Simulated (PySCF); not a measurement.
SMILES CC(=O)c1cccc(O)c1 (C8H8O2), GFN2-xTB optimised geometry. Atoms within 1.6 Å of the plane z = 1.0 Å (x, y, z in Å): C1 (-0.63, -2.67, -0.07), C2 (-1.38, -1.36, 0.00), O3 (-2.59, -1.33, 0.04), C4 (-0.56, -0.12, 0.00), C5 (0.83, -0.11, 0.00), C6 (1.51, 1.10, 0.00), C7 (0.82, 2.30, 0.00), C8 (-0.57, 2.30, 0.00), O9 (-1.22, 3.49, 0.00), C10 (-1.25, 1.09, 0.00), H11 (0.00, -2.78, 0.81), H12 (-1.35, -3.49, -0.09), H14 (1.39, -1.03, 0.00), H15 (2.59, 1.11, 0.00), H16 (1.34, 3.24, 0.00), H17 (-2.17, 3.35, 0.00), H18 (-2.34, 1.06, 0.00).

Method: PBE/def2-SVP (PySCF).

Map of the electrostatic potential (hartree/e), clipped to [-0.08, 0.12] on the plane z = 1.0 Å:

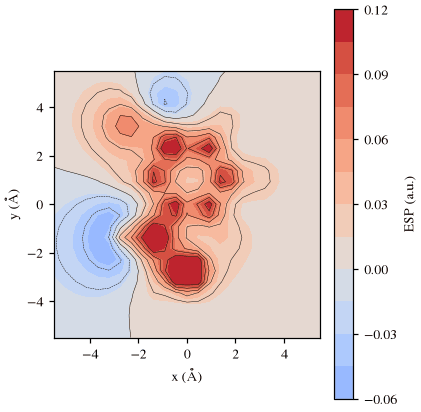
Fig. 1. Electrostatic potential (hartree/e), clipped to [-0.08, 0.12] on the plane z = 1.0 Å.
